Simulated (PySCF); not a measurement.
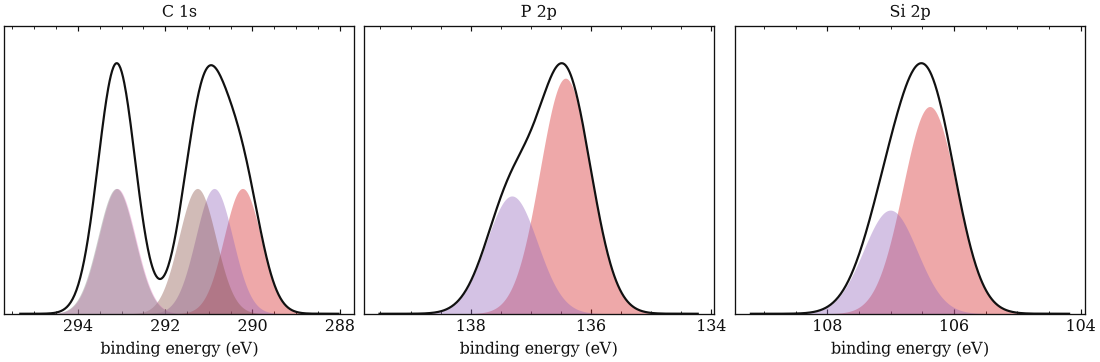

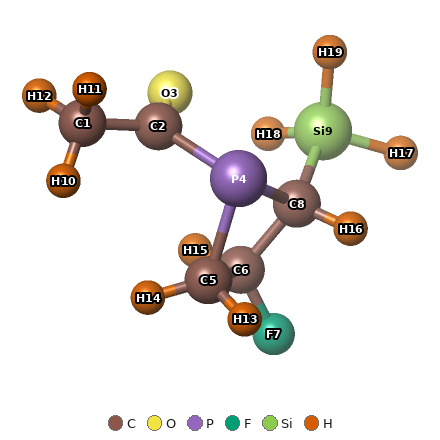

Simulated XPS of C₅H₁₀FOPSi, SMILES CC(=O)P1C[C@H](F)[C@H]1[SiH3]. Vertical core-electron binding energies by ΔSCF (SCAN, pcX-2 on the ionised atom, pcseg-1 elsewhere, spin-free X2C; PySCF 2.14.0, at a PBE0-D3(BJ)/def2-SVP geometry (no frequency check)), gas phase, against the vacuum level. One atom of each kind was ionised; within a panel, areas follow the number of like atoms and 2j + 1 (2p levels are split by first-order spin-orbit coupling, an approximation), each panel is scaled alone, Gaussians of 1.0 eV full width. Only the regions named are shown. Lines closer than the width merge in the curve.

Question: Assign the components.

Answer:
```
   level  atoms  binding energy (eV)
    C 1s     C6                293.1
    C 1s     C2                293.1
    C 1s     C1                291.3
    C 1s     C5                290.9
    C 1s     C8                290.2
 P 2p1/2     P4                137.3
 P 2p3/2     P4                136.4
Si 2p1/2    Si9                107.0
Si 2p3/2    Si9                106.4
```

Question: How large is the chemical shift across the C 1s region?

Answer: 2.9 eV, from C8 at 290.2 eV to C6 at 293.1 eV.

Note: one conformer of a flexible molecule.
